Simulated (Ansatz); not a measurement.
The calculation's input:

```
crystal:
  periodic: [false, false, false]
  atoms:
    - {symbol: H, position_ang: [-0.421313, 0.157513, -0.353914]}
    - {symbol: N, position_ang: [-1.278352, -2.089496, 0.476721]}
    - {symbol: C, position_ang: [0.103063, 1.074335, -0.605335]}
    - {symbol: C, position_ang: [1.257827, 1.393157, -0.041847]}
    - {symbol: H, position_ang: [-1.848229, -2.302699, 1.303298]}
    - {symbol: H, position_ang: [-0.963873, -3.013091, 0.158162]}
    - {symbol: H, position_ang: [-0.359257, 1.723921, -1.342037]}
    - {symbol: H, position_ang: [1.785162, 2.308377, -0.290546]}
    - {symbol: H, position_ang: [1.724974, 0.748184, 0.695300]}
basis:
  gaussian: {orbitals: def2-TZVPP}
magnetization: {spin_polarized: true, initial_magnetization: 1}
hamiltonian: {xc: pbe0, dispersion: d4}
output: {orbitals: {seedname: orbitals}}
```

Run with:

```sh
ansatz run in.yaml --threads 4 --pin off --events-out ev --progress --plain --max-ram 9574MiB
```

The product side of a reaction path; geometry: PBE0-D4/def2-TZVP; a saddle point, not a minimum.

Computed with UKS PBE0-D4/def2-TZVPP in Ansatz.

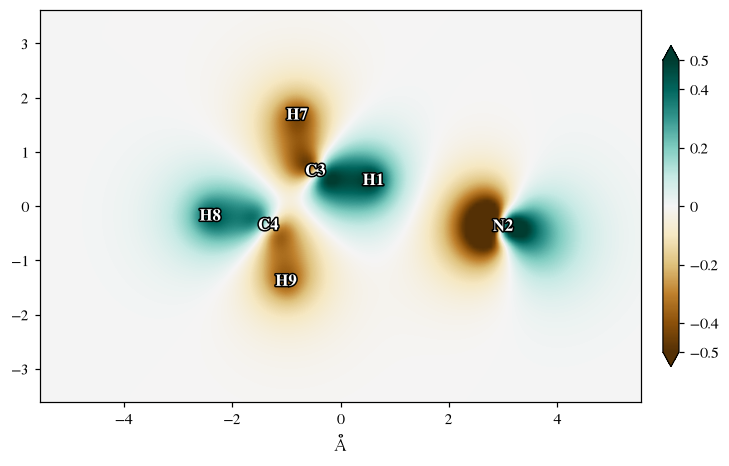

C$_{2}$H$_{4}$···NH$_{2}$ (doublet). The HOMO−1 (α) on the plane of atoms H8, C4 and H9 (values in Å⁻³ᐟ²; the overall sign is arbitrary).

Describe this orbital and give its energy.

Answer. Its weight (Hirshfeld) is mainly on N2 (about 40 %), C3 (about 15 %), C4 (about 10 %), H1 (about 10 %), H7 (about 5 %) and H8 (about 5 %). Its energy is −9.27 eV.
